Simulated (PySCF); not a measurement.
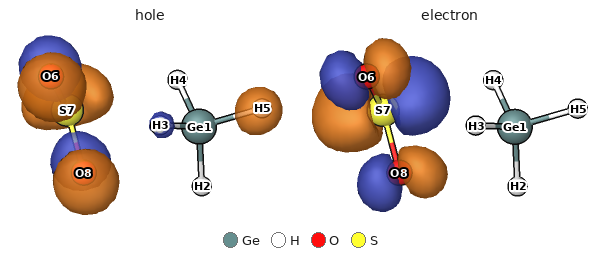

Figure 1: GeH4O2S, SMILES `[GeH4].O=S=O`. Leading natural transition orbital pair of S₁ (TDA singlet states); the surfaces enclose about 78 % of each orbital's density.

Method: B3LYP/def2-SVP; geometry: GFN2-xTB; program: PySCF. The pair's geometry is semi-empirical, so its contact may be too short or too long. GFN2-xTB bond lengths at metals and heavier atoms can be off by up to 0.1 Å and shapes distorted, which carries into these values. Without diffuse functions Rydberg states are missing, so the states' numbers hold for this basis only.

Question: Where does the state lie, and where do hole and electron sit?

Answer: 4.03 eV (308 nm), f = 0.015; the leading pair carries 100 %; hole on O6 (33 %), O8 (28 %) and S7 (25 %), electron on S7 (49 %), O6 (24 %) and O8 (22 %); their centroids lie 0.5 Å apart. In canonical orbitals it is mainly HOMO → LUMO (91 %). The HOMO–LUMO gap is 5.29 eV.
